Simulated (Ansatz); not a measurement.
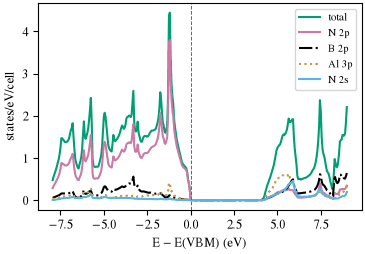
Total and projected density of states of AlBN$_{2}$ in space group P3m1 (No. 156; B on 1b, N on 1b, Al on 1c, N on 1c), plane-wave PAW PBEsol (Ansatz code)

**Question.** Which orbitals carry the states next to the gap?

**Answer.** Top 1 eV of the valence band: N 2p 91 %. Bottom 1 eV of the conduction band: Al 3p 41 %, B 2p 14 %, N 2s 13 %, N 2p 13 %, outside the projected shells 12 %. Projections are on Löwdin-orthogonalised atomic valence shells; empty p or d shells of many metals are not among them.

**Question.** Where is the tallest occupied peak in this window, and what makes it?

**Answer.** Near -1.2 eV, about 4.4 states/eV per cell; the largest projected share is N 2p.

The start of the workflow was typed in or built on a structure type; neither database checked (COD, Materials Project) lists it. Whether it is the stable phase at ambient conditions was not checked. Symmetry was held in the PBEsol relaxation; its stability against distortions is not shown here.

Potentials: the earlier of the program's two PAW sets. The files were generated under PBE; for other functionals the program regenerates the frozen cores, and for LDA and PBEsol the local potential too.
